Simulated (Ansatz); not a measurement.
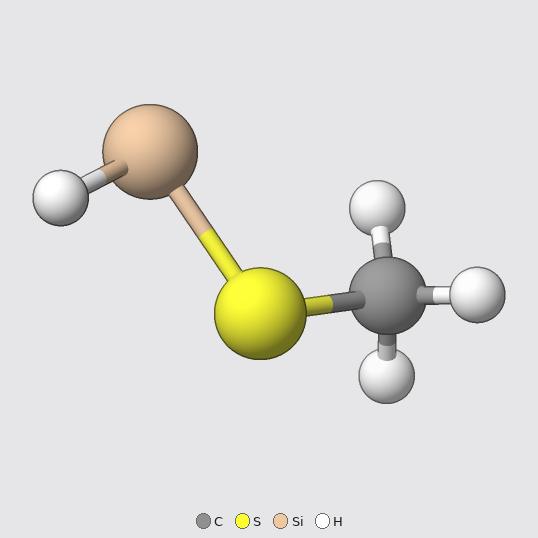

A ball-and-stick model of a molecule. Every bond is drawn as one stick, whatever its order.

The computed structure is the end point of a PBE0-D4/def2-TZVP optimisation.

> Count the atoms of each element.

CH4SSi, 7 atoms: 1 carbon, 4 hydrogen, 1 sulfur and 1 silicon.

> What is the point group of this geometry?

Cs.

> How many bonds of each kind are drawn?

3 C–H, 1 C–S, 1 S–Si, 1 Si–H.

> Describe its rings.

It has no ring.

More results for the same structure follow; atom numbers are the same in all pictures, views and colours differ.

## Geometry

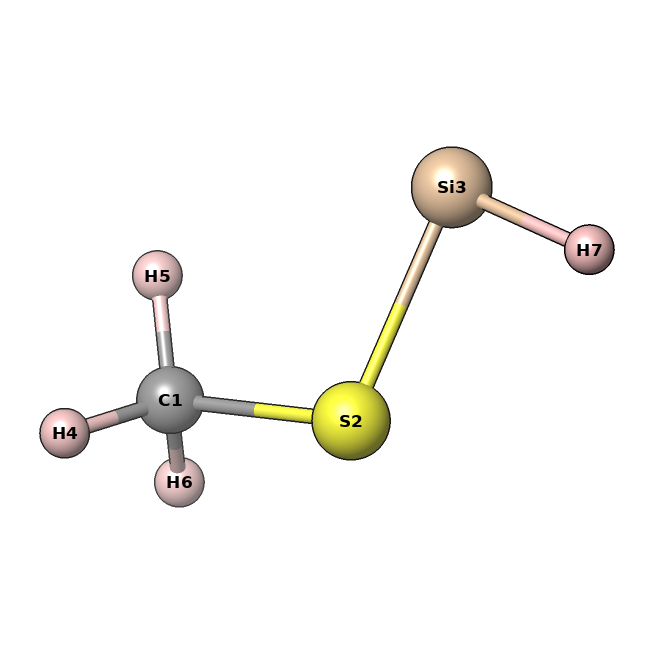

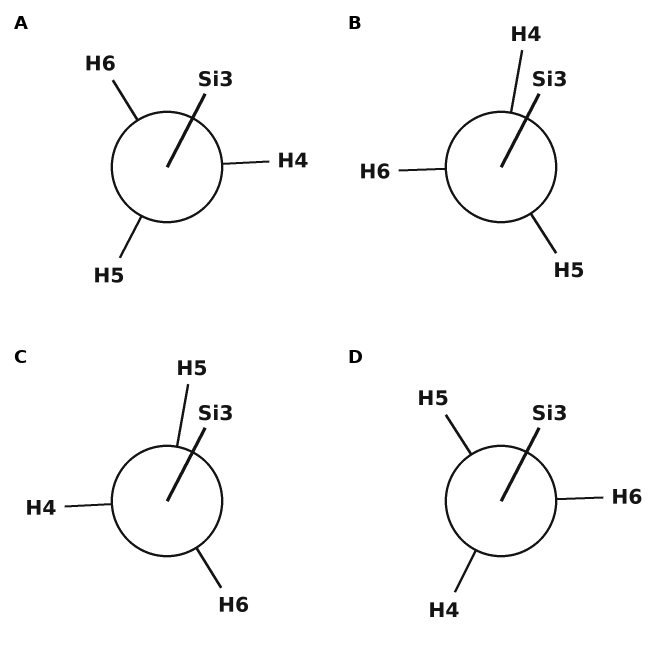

Atoms fade into the background with distance from the viewer. Bonds that would overlap in a projection are set slightly apart.

> Which Newman projection shows the view along S2–C1, with S2 in front?

C. The torsion angle Si3–S2–C1–H4 is −121°, anticlinal.

## Vibrations

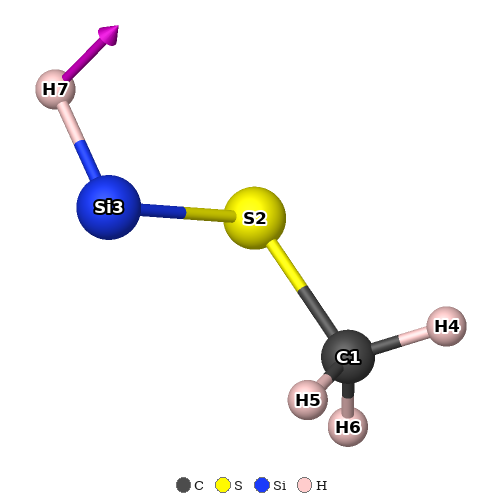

The arrows show one normal mode. Harmonic vibrations computed with RKS PBE0-D4/def2-TZVP (Ansatz 0.2.0) at a stationary point of the same level.

> What kind of motion is it?

A torsion or out-of-plane motion in which bond lengths and bond angles hardly change.

> At what wavenumber does it lie?

451 cm⁻¹; it is mode 3 of 15 counted from the lowest.

## Charges

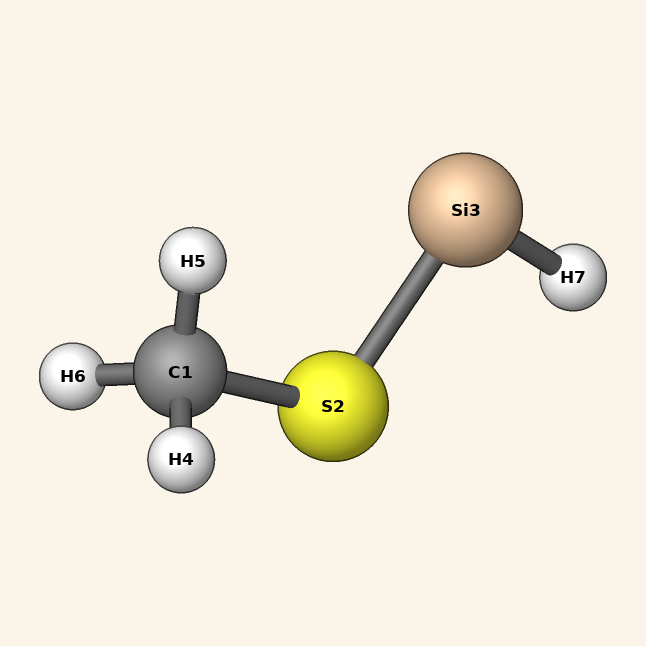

The questions are on Mulliken charges. Properties computed with RKS ωB97M-V/def2-TZVPP (Ansatz 0.2.0).

List the Mulliken charges.

```tsv
atom	value (e)
C1	−0.33
S2	−0.08
Si3	0.05
H4	0.14
H5	0.13
H6	0.14
H7	−0.04
```

## Levels of theory compared

Program: Ansatz 0.2.0.

At this fixed geometry, give vertical IP (eV) at these levels: B2PLYP (frozen core)/def2-TZVPP; B3LYP-D4/def2-TZVPP; CCSD(T)/CBS (MP2 limit from def2-TZVPP and def2-QZVPP plus CCSD(T) − MP2); PBE-D4/def2-TZVPP; PBE0-D4/def2-TZVPP; r2SCAN-D4/def2-TZVPP; ωB97M-V/def2-TZVPP; ωB97X-V/def2-TZVPP.

| level | vertical IP (eV) |
| --- | --- |
| B2PLYP (frozen core)/def2-TZVPP | 8.75 |
| B3LYP-D4/def2-TZVPP | 8.85 |
| CCSD(T)/CBS (MP2 limit from def2-TZVPP and def2-QZVPP plus CCSD(T) − MP2) | 8.97 |
| PBE-D4/def2-TZVPP | 8.66 |
| PBE0-D4/def2-TZVPP | 8.77 |
| r2SCAN-D4/def2-TZVPP | 8.66 |
| ωB97M-V/def2-TZVPP | 8.90 |
| ωB97X-V/def2-TZVPP | 8.90 |

## Thermal motion

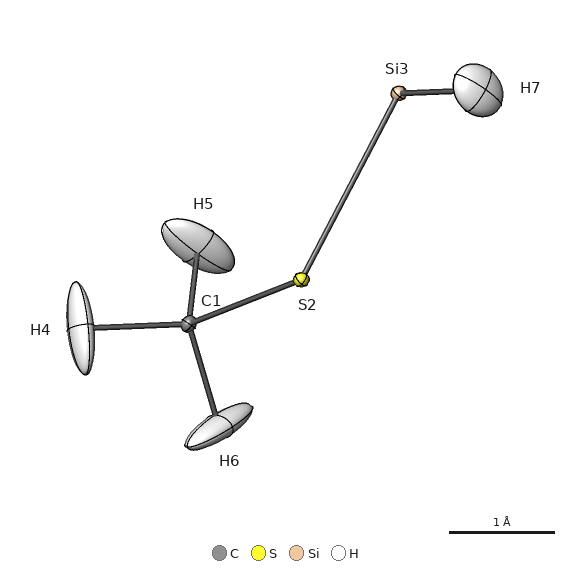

Displacement ellipsoids at the 50 % level, from the internal vibrations of the free molecule (harmonic, no overall translation or rotation; no half-axis is drawn under 0.075 Å). Vibrations computed with RKS PBE0-D4/def2-TZVP (Ansatz 0.2.0). Temperature: 100 K.

> Which atom moves most?

H4, H6, with U_eq = 0.0354 Å².

> Does H6 move more along its bond or across it?

Across it: the root-mean-square amplitude is 0.078 Å along the bond and up to 0.292 Å across, since bending and torsion are softer than stretching.

Give the displacement parameters, one line for each set of equivalent atoms.

| atom | U_eq (Å²) | rms amplitudes (Å) |
| --- | --- | --- |
| C1 | 0.0014 | 0.020, 0.034, 0.053 |
| S2 | 0.00051 | 0.018, 0.020, 0.029 |
| Si3 | 0.00053 | 0.015, 0.018, 0.032 |
| H4, H6 | 0.0354 | 0.078, 0.122, 0.292 |
| H5 | 0.0335 | 0.081, 0.141, 0.272 |
| H7 | 0.0219 | 0.092, 0.153, 0.184 |

Mulliken values depend strongly on the basis set and can even reverse the polarity of a bond.
